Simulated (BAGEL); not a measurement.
# One shape, several levels: GaSiH3F2 (SMILES [F][Ga]([F])[SiH3])

Aim: a comparison of 4 runs (HF/STO-3G, B3LYP/6-31G*, PBE0/6-31G*, RI-MP2/6-31G*) of GaSiH3F2. 

The calculation is run with BAGEL 1.2.2.

3 further runs of the same task are left out: 2 that didn't finish, 1 set aside as unsound or not needed.

## Step 1: The system as given

GaSiH3F2 has 7 atoms, charge 0, and is taken as a singlet. As SMILES, `[F][Ga]([F])[SiH3]`. The coordinates come from a PBE0-D4/def2-TZVP relaxation.

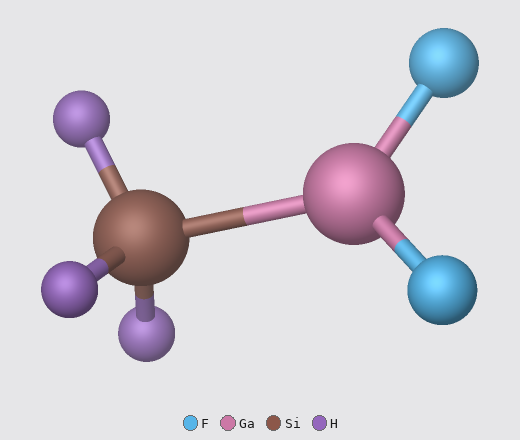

Viewed from a chosen angle; fluorine blue, gallium pink, silicon brown, hydrogen purple.

## Step 2: The energy at HF/STO-3G (density fitting with qzvpp-jkfit) (run 1)

input.json reads:

```json
{ "bagel": [

{
  "title": "molecule",
  "basis": "sto-3g",
  "df_basis": "qzvpp-jkfit",
  "angstrom": true,
  "geometry": [
    { "atom": "F", "xyz": [       0.337700,      -1.716900,       2.042000 ] },
    { "atom": "Ga", "xyz": [       0.749800,      -0.872200,       0.566000 ] },
    { "atom": "F", "xyz": [       2.304600,      -1.409500,      -0.029300 ] },
    { "atom": "Si", "xyz": [      -0.636100,       0.761900,      -0.486900 ] },
    { "atom": "H", "xyz": [       0.191200,       1.594100,      -1.392900 ] },
    { "atom": "H", "xyz": [      -1.267600,       1.599600,       0.561500 ] },
    { "atom": "H", "xyz": [      -1.679500,       0.043100,      -1.260400 ] }
  ]
},

{ "title": "hf" },

{ "title": "print", "file": "orbitals.molden", "orbitals": true }

]}
```

On the command line:

```
$ BAGEL_NUM_THREADS=1 BAGEL input.json > input.out
```

The log of the run:

```text
* using 1 threads per process

  ===============================================================
  ===============================================================

  *** Geometry ***

  { "atom" : "F", "xyz" : [      0.638161,     -3.244471,      3.858821 ] },
  { "atom" : "Ga", "xyz" : [      1.416917,     -1.648219,      1.069585 ] },
  { "atom" : "F", "xyz" : [      4.355063,     -2.663569,     -0.055369 ] },
  { "atom" : "Si", "xyz" : [     -1.202055,      1.439782,     -0.920108 ] },
  { "atom" : "H", "xyz" : [      0.361316,      3.012412,     -2.632200 ] },
  { "atom" : "H", "xyz" : [     -2.395417,      3.022806,      1.061081 ] },
  { "atom" : "H", "xyz" : [     -3.173795,      0.081447,     -2.381811 ] },

  Number of auxiliary basis functions:      602

  Since a DF basis is specified, we compute 2- and 3-index integrals:
    o Being stored without compression. Storage requirement is 0.008 GB

  Number of basis functions:       40
  Number of electrons      :       66

    * METHOD: MOLECULE                             0.25

  *** RHF ***

  === Nuclear Repulsion ===
   353.8367823170

      * DIIS with orbital gradients will be used.

  === RHF iteration (sto-3g) ===
      0      -2384.16364926          0.01446092           0.05
      1      -2384.30640805          0.00468864           0.04
      2      -2384.31973456          0.00114081           0.04
[... 15 lines of this table left out ...]
     18      -2384.32153470          0.00000000           0.04
    * SCF iteration converged.

    * Permanent dipole moment:
           (    0.398397,    -0.492019,     0.310015) a.u.

    * METHOD: HF                                   0.98

    * METHOD: PRINT                                0.00

  ===============================================================
```

Run time: 1.4 s. Hardware: 1 thread of Arm Neoverse V2, shared host; peak memory 0.089 GiB.

## Step 3: The energy at B3LYP/6-31G(d) (density fitting with qzvpp-jkfit, spherical functions) (run 2)

calc.json reads:

```json
{ "bagel" : [

{
  "title" : "molecule",
  "basis" : "6-31gs.json",
  "df_basis" : "qzvpp-jkfit",
  "angstrom" : true,
  "geometry" : [
    { "atom" : "F", "xyz" : [       0.337700,      -1.716900,       2.042000 ] },
    { "atom" : "Ga", "xyz" : [       0.749800,      -0.872200,       0.566000 ] },
    { "atom" : "F", "xyz" : [       2.304600,      -1.409500,      -0.029300 ] },
    { "atom" : "Si", "xyz" : [      -0.636100,       0.761900,      -0.486900 ] },
    { "atom" : "H", "xyz" : [       0.191200,       1.594100,      -1.392900 ] },
    { "atom" : "H", "xyz" : [      -1.267600,       1.599600,       0.561500 ] },
    { "atom" : "H", "xyz" : [      -1.679500,       0.043100,      -1.260400 ] }
  ]
},

{
  "title" : "ks",
  "xc_func" : "b3lyp"
},

{
  "title" : "print",
  "file" : "orbitals.molden",
  "orbitals" : true
}

]}
```

The basis set 6-31G* is read from a file made from the Basis Set Exchange's data (not shown).

On the command line:

```
$ BAGEL_NUM_THREADS=1 BAGEL calc.json > calc.out
```

The log of the run:

```text
* using 1 threads per process

  ===============================================================
  ===============================================================

  *** Geometry ***

[... 20 lines left out ...]
    * Removing 10867 points whose weight is below 1.00e-10
[... 2 lines left out ...]
  === Nuclear Repulsion ===
   353.8367823170

       - DIIS with orbital gradients will be used.

  === KS iteration (b3lyp / 6-31gs.json) ===
      0      -2333.32305840          0.12962827           0.39
      1      -2123.59498971          0.17839324           0.37
      2      -2196.92562416          0.14803091           0.36
[... 19 lines of this table left out ...]
     22      -2415.68462010          0.00000001           0.37
    * SCF iteration converged.

    * Permanent dipole moment:
           (    0.785256,    -0.950468,     0.605290) a.u.

    * METHOD: KS                                   8.88

    * METHOD: PRINT                                0.01

  ===============================================================
```

It took 9.6 s on 1 thread of Arm Neoverse V2, shared host; peak memory 0.43 GiB.

Run 3 isn't shown in full; the table further down has it.

## Step 4: The energy at RI-MP2/6-31G(d) (density fitting with qzvpp-jkfit, spherical functions) (run 4)

input.json reads:

```json
{ "bagel" : [

{
  "title" : "molecule",
  "basis" : "6-31gs.json",
  "df_basis" : "qzvpp-jkfit",
  "angstrom" : true,
  "geometry" : [
    { "atom" : "F", "xyz" : [       0.337700,      -1.716900,       2.042000 ] },
    { "atom" : "Ga", "xyz" : [       0.749800,      -0.872200,       0.566000 ] },
    { "atom" : "F", "xyz" : [       2.304600,      -1.409500,      -0.029300 ] },
    { "atom" : "Si", "xyz" : [      -0.636100,       0.761900,      -0.486900 ] },
    { "atom" : "H", "xyz" : [       0.191200,       1.594100,      -1.392900 ] },
    { "atom" : "H", "xyz" : [      -1.267600,       1.599600,       0.561500 ] },
    { "atom" : "H", "xyz" : [      -1.679500,       0.043100,      -1.260400 ] }
  ]
},

{ "title" : "hf" },

{ "title" : "mp2", "ncore" : 16 }

]}
```

The basis set 6-31G* is read from a file made from the Basis Set Exchange's data (not shown).

On the command line:

```
$ BAGEL_NUM_THREADS=1 BAGEL input.json > input.out
```

The log of the run:

```text
* using 1 threads per process

  ===============================================================
  ===============================================================

  *** Geometry ***

[... 31 lines left out ...]
    * SCF iteration converged.
[... 1 line left out ...]
    * Permanent dipole moment:
[... 2 lines left out ...]
    * METHOD: HF                                   1.61

  *** RHF ***

  === Nuclear Repulsion ===
   353.8367823170

      * DIIS with orbital gradients will be used.

  === RHF iteration (6-31gs.json) ===
      0      -2412.58949290          0.00000000           0.10
    * SCF iteration converged.

    * Permanent dipole moment:
           (    0.818518,    -1.001429,     0.633838) a.u.

  === DF-MP2 calculation ===

    * freezing 16 orbitals
    * 3-index integral transformation done
    * assembly done

      MP2 correlation energy:   -0.6640976935      0.05

      MP2 total energy:       -2413.2535905981

    * METHOD: MP2                                  0.27

  ===============================================================
```

Run time: 2.4 s. Hardware: 1 thread of Arm Neoverse V2, shared host; peak memory 0.15 GiB.

## Step 5: The series

```
run                                                                  level  frozen core orbitals   energy (Eh)  dipole moment (D)  HOMO energy (eV)  LUMO energy (eV)  wall time
  1                           HF/STO-3G (density fitting with qzvpp-jkfit)                     –  -2384.321535               1.79             -7.15              5.46      1.4 s
  2   B3LYP/6-31G* (density fitting with qzvpp-jkfit, spherical functions)                     –  -2415.684620               3.49             -8.70             -1.76      9.6 s
  3    PBE0/6-31G* (density fitting with qzvpp-jkfit, spherical functions)                     –  -2415.048733               3.47             -8.96             -1.54      9.3 s
  4  RI-MP2/6-31G* (density fitting with qzvpp-jkfit, spherical functions)                    16  -2413.253591                  –                 –                 –      2.4 s
```

## Step 6: Outcome

| quantity | value |
| --- | --- |
| run 4: total energy | -2413.25359 Eh |
| run 4: correlation energy (16 core orbitals frozen) | -664.1 mEh |

Over runs 1, 2, 3 the dipole moment (its size) runs from 1.79 D (HF/STO-3G) to 3.49 D (B3LYP/6-31G*). The two ends differ in method and basis. Over runs 1, 2, 3 the HOMO–LUMO gap runs from 6.95 eV (B3LYP/6-31G*) to 12.61 eV (HF/STO-3G). Totals of different functionals can't be ranked against each other. In run 1 the basis is minimal, so the values are rough. All runs together took 23 s, the longest 9.6 s.
